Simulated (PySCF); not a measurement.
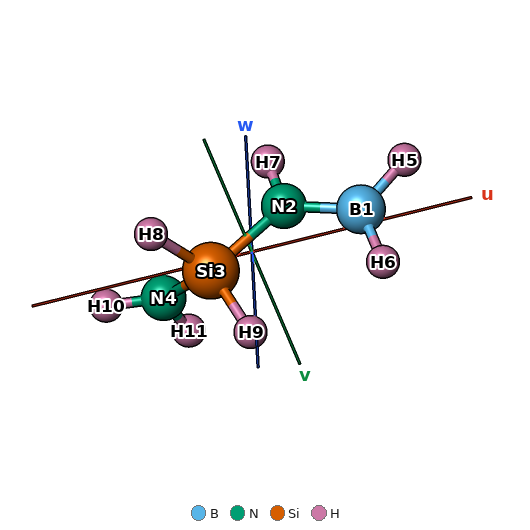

The lines u, v and w are the principal axes of the static dipole polarisability. Computed geometry: PBE0-D3(BJ)/def2-SVP optimisation. No frequency run is at hand to confirm it as a minimum. Computed with PBE0/6-31G* (PySCF 2.14.0).

Along which axis is the molecule most polarisable, and along which least?

Answer. Most along u (close to the long direction B1···N4), least along v.

Give the three principal values.

Answer. u 59.8, v 37.2, w 42.7 bohr³; mean 46.6, anisotropy 20.4 bohr³.
